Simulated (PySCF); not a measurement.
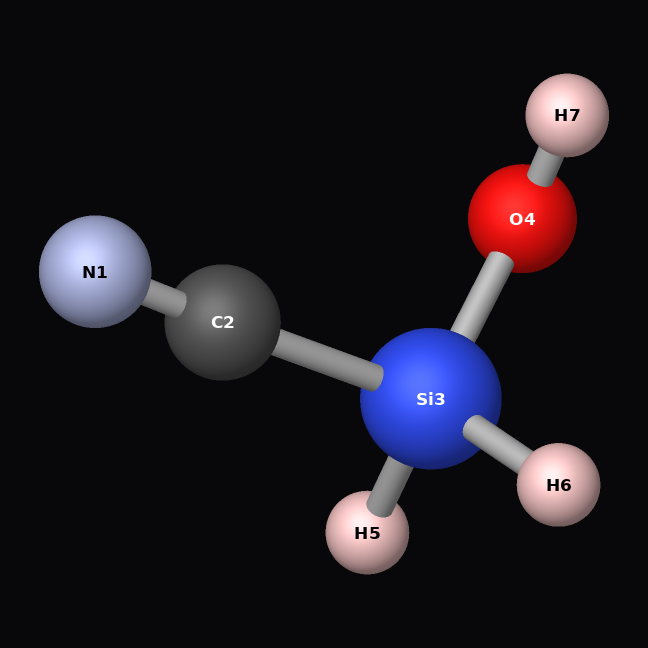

Every bond is drawn as one stick. The geometry was computed by an optimisation with PBE0-D3(BJ)/def2-SVP. No frequency run is at hand to confirm it as a minimum. Method: PBE0/6-31G (PySCF 2.14.0).

> Which bond has the highest Mayer bond order?

N1–C2, 2.77, at a length of 1.160 Å.

List the Mayer bond orders of N1–C2, C2–Si3, Si3–O4, Si3–H5, Si3–H6, O4–H7.

| bond | Mayer order | length (Å) |
| --- | --- | --- |
| N1–C2 | 2.77 | 1.160 |
| C2–Si3 | 0.70 | 1.867 |
| Si3–O4 | 0.85 | 1.651 |
| Si3–H5 | 0.92 | 1.479 |
| Si3–H6 | 0.87 | 1.488 |
| O4–H7 | 0.77 | 0.962 |
